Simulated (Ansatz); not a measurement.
Ti (hcp, Mg type), conventional cell a = 2.9389 Å, b = 2.9389 Å, c = 4.6500 Å, α = 90.00°, β = 90.00°, γ = 120.00°. The calculation uses the primitive cell of 2 atoms, to which meshes and values per cell refer.

The volume is varied about the relaxed value V₀ at fixed cell shape. Symmetry pins the atoms to their sites.

These are PBE (plane waves to 420 eV, PAW, scalar-relativistic; Ansatz, a program for electronic structure) values and carry that method's errors. k mesh 18×18×10 (Γ-centred), Fermi-Dirac smearing 0.05 eV. E stands for the smeared free energy. With the shape held, the modulus is that of even scaling; a crystal free to change shape is softer. The PAW data are Ansatz's earlier set. Ti is run without spin polarisation. Ti was relaxed with its symmetry unable to fall. ΔE is measured from the relaxed starting cell.

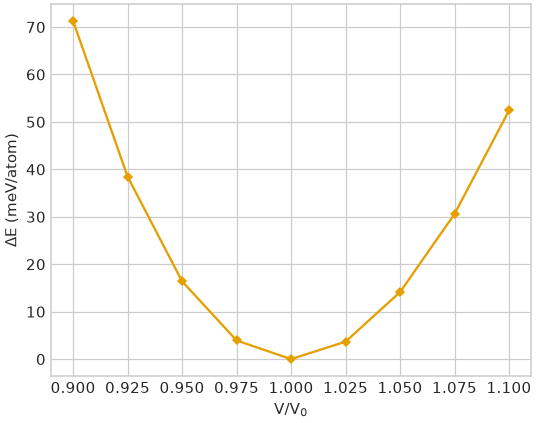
Figure: ΔE (meV/atom) against V/V₀; one marker a computed point.

What is ΔE at V/V₀ = 1.100?

About 52 meV/atom.

What is ΔE at V/V₀ = 0.900?

About 71 meV/atom.

What bulk modulus at fixed cell shape B₀ follows from a third-order Birch-Murnaghan fit?

About 110 GPa.

(Under strain, the slope of the energy per volume gives the stress and its curvature an elastic modulus.)
